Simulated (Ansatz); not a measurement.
# One shape, several levels: singlet [SiCl3]+

Wanted: a comparison of 6 runs (HF/3-21G, B3LYP/aug-cc-pVDZ, CAM-B3LYP/aug-cc-pVDZ, revPBE/aug-cc-pVDZ, wB97M-V/aug-cc-pVDZ, CCSD(T)/aug-cc-pVDZ) of singlet [SiCl3]+. 

Program for the calculation: Ansatz 0.2.0.

25 further runs of the same task are left out: 2 that didn't finish, 23 set aside as unsound or not needed.

## 1. The system as given

[SiCl3]+: 4 atoms, total charge +1, spin state singlet. SMILES of the parent species: `Cl[Si](Cl)Cl`. The shape is that of a PBE0-D4/def2-TZVP optimisation. That shape belongs to the parent species and isn't relaxed for this state.

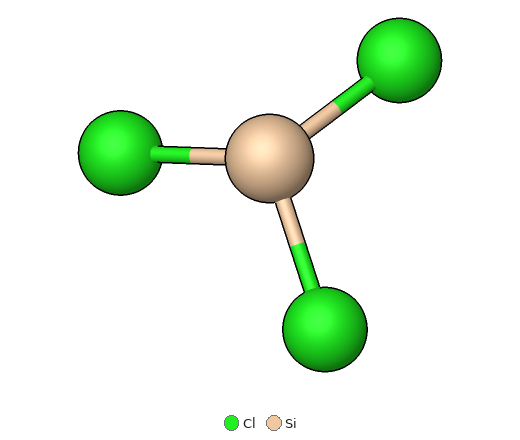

Viewed from a chosen angle; chlorine green, silicon light orange.

## 2. The energy at HF/3-21G (run 1)

Contents of input.yaml:

```yaml
crystal:
  periodic: [false, false, false]
  atoms:
    - {symbol: Cl, position_ang: [-1.524800, -0.591600, 1.030100]}
    - {symbol: Si, position_ang: [0.116100, 0.389400, 0.310600]}
    - {symbol: Cl, position_ang: [1.694700, -0.903800, 0.219000]}
    - {symbol: Cl, position_ang: [-0.286000, 1.105900, -1.559700]}
basis:
  gaussian:
    orbitals: 3-21G.json
total_charge: 1
hamiltonian:
  xc: hf
accuracy: high
output: {orbitals: {seedname: orbitals}}
```

The basis set 3-21G is read from a file made from the Basis Set Exchange's data (not shown).

Started as:

```bash
$ ansatz run input.yaml --threads 1 --pin off --max-ram 3480MiB --events-out events.jsonl --progress --plain --runs-dir runs
```

The log of the run:

```text
Warning: RAYON_NUM_THREADS=1 ignored (pool sized by the plan → 1); use --threads N
Functional definition: HF
  name "HF"
  exchange = exact_x
  correlation = 0
1122 factors; integrals over basis functions are off by at most 3.9e-9 eV
mean field evaluation 1: about -45140.2975 eV, gradient 2.9e1 eV
mean field evaluation 2: about -45140.3023 eV, gradient 2.9e1 eV
mean field evaluation 4: about -45143.6437 eV, gradient 1.2e0 eV
mean field evaluation 8: about -45143.6574 eV, gradient 3.5e-5 eV
mean field -45143.65744445 eV, -1658.9988116137 hartree, gradient 1.7e-8 eV, S^2 0.000000; 0 other end points of the search recorded, 0 dependent functions left out
reference -45143.65744445 eV, -1658.9988116137 hartree; 32, 32 occupied and 20, 20 virtual orbitals, 1122 factors
Total energy: -45143.65744445 eV, -1658.9988116137 hartree
```

Wall time 0.68 s (1 thread of Arm Neoverse V2, shared host); peak memory 0.12 GiB.

## 3. The energy at B3LYP/aug-cc-pVDZ (run 2)

Changes to input.yaml since step 2:

```diff
@@ -9,7 +9,7 @@
   gaussian:
-    orbitals: 3-21G.json
+    orbitals: aug-cc-pVDZ
+output: {orbitals: {seedname: orbitals}}
+hamiltonian:
+  xc: {name: B3LYP}
+accuracy: high
 total_charge: 1
-hamiltonian:
-  xc: hf
-accuracy: high
-output: {orbitals: {seedname: orbitals}}
```

Started as:

```bash
$ ansatz run input.yaml --threads 1 --pin off --max-ram 3480MiB --events-out events.jsonl --progress --plain --runs-dir runs
```

The log of the run:

```text
Warning: RAYON_NUM_THREADS=1 ignored (pool sized by the plan → 1); use --threads N
Functional definition: B3LYP
  name "B3LYP"
  parameter a0 = 0.2
  parameter ax = 0.72
  parameter ac = 0.81
  exchange = (1 - a0 - ax)*slater_x + ax*b88_x + a0*exact_x
  correlation = (1 - ac)*vwn_rpa_c + ac*lyp_c
2178 factors; integrals over basis functions are off by at most 3.2e-9 eV
mean field evaluation 1: about -45438.0410 eV, gradient 3.2e1 eV
mean field evaluation 2: about -45434.7487 eV, gradient 4.7e1 eV
mean field evaluation 4: about -45441.0664 eV, gradient 1.3e0 eV
mean field evaluation 8: about -45441.1892 eV, gradient 2.0e-2 eV
mean field evaluation 16: about -45441.1892 eV, gradient 1.9e-6 eV
mean field -45441.18918895 eV, -1669.9329015497 hartree, gradient 3.5e-8 eV, S^2 0.000000; 0 other end points of the search recorded, 0 dependent functions left out
reference -45441.18923103 eV, -1669.9329030961 hartree; 32, 32 occupied and 76, 76 virtual orbitals, 2178 factors
Total energy: -45441.18923103 eV, -1669.9329030961 hartree
```

Wall time 13 s (1 thread of Arm Neoverse V2, shared host); peak memory 0.42 GiB.

Runs 3 to 5 aren't shown in full; the table further down has their settings and results.

## 4. A single-point energy at CCSD(T)/aug-cc-pVDZ (run 6)

Contents of in.yaml:

```yaml
crystal:
  periodic: [false, false, false]
  atoms:
    - symbol: Cl
      position_ang: [-1.524800, -0.591600, 1.030100]
    - symbol: Si
      position_ang: [0.116100, 0.389400, 0.310600]
    - symbol: Cl
      position_ang: [1.694700, -0.903800, 0.219000]
    - symbol: Cl
      position_ang: [-0.286000, 1.105900, -1.559700]
basis:
  gaussian: {orbitals: aug-cc-pVDZ}
accuracy: high
correlation: {method: ccsd_t, frozen_orbitals: {Cl: 5, Si: 5}}
scf: {omitted_lower_state_checks: [cluster_reference, increment]}
total_charge: 1
```

Started as:

```bash
$ ansatz run in.yaml --threads 1 --pin off --max-ram 3480MiB --events-out events.jsonl --progress --plain --runs-dir runs
```

The log of the run, shortened:

```text
Warning: RAYON_NUM_THREADS=1 ignored (pool sized by the plan → 1); use --threads N
[... 2 set-up lines as earlier in the session ...]
[...]
2178 factors; integrals over basis functions are off by at most 3.2e-9 eV
[...]
mean field -45367.61490200 eV, -1667.2290963745 hartree, gradient 1.6e-8 eV, S^2 0.000000; 0 other end points of the search recorded, 0 dependent functions left out
20 core orbitals not correlated: weight in the atoms' cores, before any rotation towards them, 1.000 or more for the frozen orbitals, at most 0.000 for the correlated occupied ones
reference -45367.61490200 eV, -1667.2290963745 hartree; 12, 12 occupied and 76, 76 virtual orbitals, 2178 factors
second order -14.06207987 eV of doubles, -0.00000000 eV of singles
cycle   1  -14.63937870 eV  change   -5.8e-1 eV  update   1.0e-1
[...]
cycle  21  -15.02982479 eV  change    1.4e-9 eV  update   2.9e-9
perturbative correction -0.55818364 eV, -0.0205128704 hartree
Total energy: -45383.20291043 eV, -1667.8019451185 hartree
Checks for a lower state left out: cluster_reference, increment
```

Run time: 25 s. Hardware: 1 thread of Arm Neoverse V2, shared host; peak memory 0.68 GiB.

## 5. Overview of the runs

| run | level | frozen core orbitals | energy (Eh) | HOMO energy (eV) | LUMO energy (eV) | HOMO–LUMO gap (eV) | wall time |
| --- | --- | --- | --- | --- | --- | --- | --- |
| 1 | HF/3-21G | – | -1658.998812 | -19.22 | -9.05 | 10.18 | 0.68 s |
| 2 | B3LYP/aug-cc-pVDZ | – | -1669.932903 | -14.85 | -11.36 | 3.49 | 13 s |
| 3 | CAM-B3LYP/aug-cc-pVDZ | – | -1669.912517 | -16.49 | -10.17 | 6.32 | 14 s |
| 4 | revPBE/aug-cc-pVDZ | – | -1669.570431 | -13.69 | -11.76 | 1.93 | 11 s |
| 5 | wB97M-V/aug-cc-pVDZ | – | -1669.801330 | -17.38 | -9.23 | 8.15 | 90 s |
| 6 | CCSD(T)/aug-cc-pVDZ | 20 | -1667.801945 | – | – | – | 25 s |

## 6. What came out

| quantity | value |
| --- | --- |
| run 6: total energy | -1667.80195 Eh |
| run 6: correlation energy (20 core orbitals frozen) | -572.8 mEh |
| run 6: (T) correction | -20.51 mEh |
| run 6: T1 diagnostic | 0.017 |

**Reading.** Over runs 1, 2, 3, 4, 5 the HOMO–LUMO gap runs from 1.93 eV (revPBE/aug-cc-pVDZ) to 10.18 eV (HF/3-21G). The two ends differ in method and basis. Totals of different functionals can't be ranked against each other. All runs together took 2.6 min, the longest 90 s.
